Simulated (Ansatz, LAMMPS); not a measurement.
# Squeezing and shearing amorphous 41Ga2O3-59SiO2 (mol %) (111 atoms): runs compared

How stiff is amorphous 41Ga2O3-59SiO2 (mol %) (111 atoms), and how do its levels respond to strain?

Computed with Ansatz 0.2.0: Kohn-Sham DFT, PBE, PAW (set soft_2), plane waves.

### 1. The cell as built

The cell holds 111 atoms: 24 Ga, 17 Si and 70 O. Its edges and angles: a = 10.983 Å, b = 10.983 Å, c = 10.983 Å, α = 90.0°, β = 90.0°, γ = 90.0°. 111 atoms (24 Fe, 17 Si, 70 O) placed at random at 3.3 g/cm³, melted at 5000 K for 10 ps at fixed volume with the Morse and Coulomb pair potential with partial charges (Pedone, Malavasi, Menziani, Cormack and Segre, J. Phys. Chem. B 110, 11780 (2006)). Quenched from 5000 K to 300 K at 50 K/ps and fixed volume, held 10 ps at zero pressure, then minimised at fixed cell. Then Fe was replaced by Ga and the cell scaled by 1.005 (the potential has no terms for the new elements, so the cell is a start for a DFT relaxation).

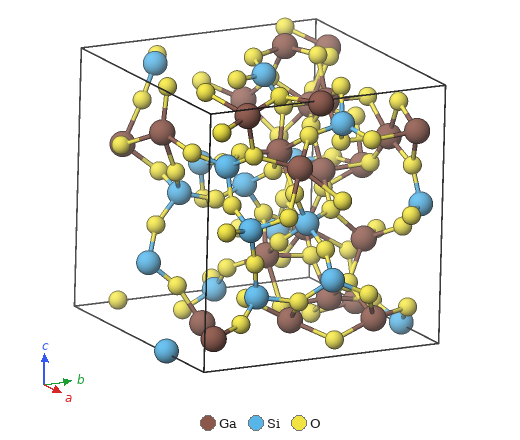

The cell as built. Bonds to atoms that aren't drawn are left out. Some periodic images of atoms are drawn too.

Limits known from the start: The quench rate of 50 K/ps is orders of magnitude faster than experiment, which tends to freeze in extra defects. The network of bonds at the start is that of the classical potential that made the cell, and needn't be the one that DFT or experiment would give. Sampling is at Γ alone.

### 2. The reference run

The reference is a single point at the end of the relaxation.

Every strained cell starts from the geometry of this run, and its atoms are relaxed with the cell held.

Its input, with most atom lines left out:

```yaml
crystal:
  lattice:
    - [11.04477, -0.23677, 0.2905]
    - [-0.23677, 11.27063, 0.16567]
    - [0.2905, 0.16567, 11.25843]
  atoms:
    - { symbol: Ga, position: [0.71512, 0.90954, 0.27994] }
    - { symbol: Ga, position: [0.27266, 0.8324, 0.69102] }
    - { symbol: Ga, position: [0.53288, 0.21999, 0.00168] }
    - { symbol: Ga, position: [0.45428, 0.96183, 0.9655] }
    - { symbol: Ga, position: [0.35622, 0.83172, 0.30216] }
    - { symbol: Ga, position: [0.42899, 0.55455, 0.29345] }
    - { symbol: Ga, position: [0.25368, 0.77075, 0.98276] }
    [... atom lines 8 to 111 left out ...]
kpoints:
  mp_grid: { grid: [1, 1, 1] }
hamiltonian:
  xc: pbe
scf:
  occupations: { method: fixed }
output:
  forces: true
  stress: true
  populations: true
  dos:
    method: { smearing: { sigma: 0.1 } }
    de: 0.1
    projected: { site_lists: { Ga: [Ga], O: [O], Si: [Si] } }
  eigenvalues: true
  write_density: true
  write_potential: true
  volumetric_format: npy
```

* free energy per atom: -1273.7316 eV/atom
* r.m.s. force component: 0.0026 eV/Å
* pressure: -0.002181 GPa

Filled and empty levels are parted by 2.28 eV (at Γ alone); a semilocal functional tends to put such gaps too low. In a disordered cell it changes from sample to sample, and tail or defect levels can set it.

### 3. The runs

Each row is one run, on 4 threads of Intel Xeon Platinum 8488C (Sapphire Rapids), shared host. The free energy is the program's total, comparable only between runs with the same functional, potentials and atoms.

| run | atoms | outcome | ionic steps, all passes | free energy (eV) | time | host memory (GiB) |
| --- | --- | --- | --- | --- | --- | --- |
| Single point at the start | 111 | converged | - | -141374.327 | 15 s | 2.0 |
| Cell and atoms relaxed | 111 | converged | 50 | -141384.204 | 13 min | 2.1 |
| Single point at the relaxed geometry | 111 | converged | - | -141384.204 | 27 s | 2.2 |
| Volume -3 % | 111 | converged | 9 | -141383.920 | 2.6 min | 2.2 |
| Volume +3 % | 111 | converged | 8 | -141383.969 | 2.2 min | 2.3 |
| Volume -6 % | 111 | converged | 10 | -141383.040 | 2.4 min | 2.1 |
| Volume +6 % | 111 | converged | 9 | -141383.339 | 3 min | 2.4 |
| Volume -10 % | 111 | converged | 10 | -141380.759 | 3.1 min | 2.0 |
| Stretched by 1 % along x | 111 | converged | 6 | -141384.139 | 1.8 min | 2.2 |
| Compressed by 1 % along x | 111 | converged | 6 | -141384.143 | 2 min | 2.2 |
| Sheared by 2 % in xy | 111 | converged | 8 | -141384.131 | 2.3 min | 2.2 |

In some runs the program notes that the exchange-correlation potential is rough where the density is thin and the SCF threshold is loose for the stress.

### 4. Pressure against volume

Atoms are relaxed at each volume, in the scaled cell.

| volume change (%) | volume (Å³/atom) | energy change (meV/atom) | pressure (GPa) | largest move on relaxing (Å) | bonds | gap (eV) |
| --- | --- | --- | --- | --- | --- | --- |
| -10 | 11.348 | 31.04 | 8.67 | 0.64 | 195 | 2.85 |
| -6 | 11.852 | 10.49 | 4.42 | 0.40 | 194 | 2.63 |
| -3 | 12.230 | 2.56 | 2.25 | 0.15 | 187 | 2.5 |
| +0 | 12.609 | 0.00 | 0.00 | - | 185 | 2.28 |
| +3 | 12.987 | 2.12 | -1.71 | 0.26 | 184 | 2.08 |
| +6 | 13.365 | 7.80 | -3.13 | 0.47 | 180 | 1.98 |

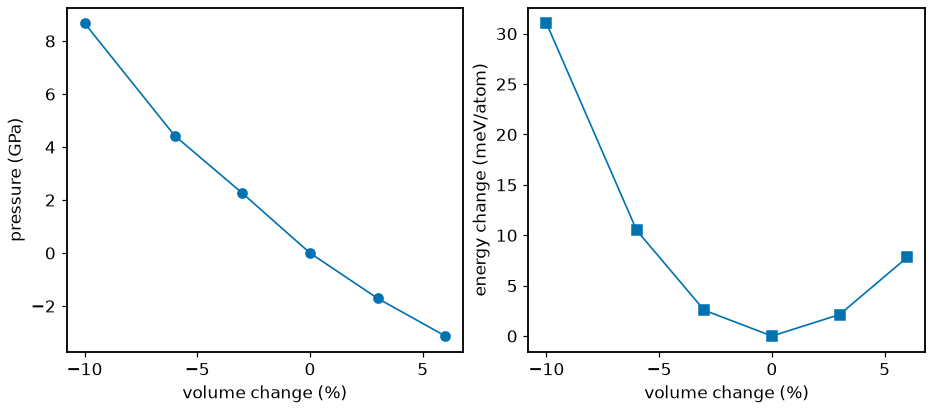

Pressure and energy against volume.

### 5. Uniaxial strain and shear

Stress (GPa, compression positive) less that of the relaxed cell, atoms relaxed:

| strain | xx | yy | zz | xy | energy change (meV/atom) |
| --- | --- | --- | --- | --- | --- |
| stretched by 1 % along x | -1.217 | -0.286 | -0.355 | -0.040 | 0.59 |
| compressed by 1 % along x | 1.417 | 0.431 | 0.538 | -0.005 | 0.55 |
| sheared by 2 % in xy | -0.017 | -0.069 | -0.238 | -0.808 | 0.66 |

### 6. Findings

The bulk modulus, from the slope of pressure against ln V over the three points nearest the relaxed volume, is 66.1 GPa; between neighbouring points the slope runs 98, 69, 74, 58 and 49 GPa from the smallest volume up, without a steady fall, so no pressure derivative is given. The count of bonds runs from 180 to 195 over the series, so at some points contacts cross the cutoffs. At -10 % some atom moved by over 0.5 Å on relaxing, so that point may sit in another local minimum. The gap goes from 2.85 eV at the smallest volume to 1.98 eV at the largest, -5.5 eV per unit of ln V by a straight line, on the run's k-points. In the Cartesian axes of the cell, finite differences give C11 = 132, C12 = 35.8, C13 = 44.7 and C66 = 40.4 GPa (the shear of 2 % is the engineering strain, εxy = 0.01). The mean of C11, C12 and C13, which equals the bulk modulus in a cubic or isotropic solid, is 70.7 GPa: it agrees with the bulk modulus within 10 %. For an isotropic solid C66 would equal (C11 − C12)/2 = 47.9 GPa; so small a sample needn't be isotropic, and C66 rests on one shear. With the bulk modulus and C66 as K and G, Young's modulus would be about 101 GPa and Poisson's ratio 0.25.

Caveats: Strains are finite and relaxations stop at the force tolerance of the input, which can leave moduli too stiff; they are those of a static cell at zero temperature. Volumes are changed with the cell's shape held, so in an anisotropic solid the modulus lies over the one under free hydrostatic load. The program notes that the SCF threshold of the relaxations is loose for the stress.

The DFT runs together took 33 min of wall time.

[Logs are printed without paths, hosts, clocks, repeated set-up lines and the standing remarks that a program may print on its own settings, such as how far it seeks lower states.]

[Hosts, paths, dates, database ids (printed as entryN), source tags and the programs' standing remarks are cut or masked in the printed files.]
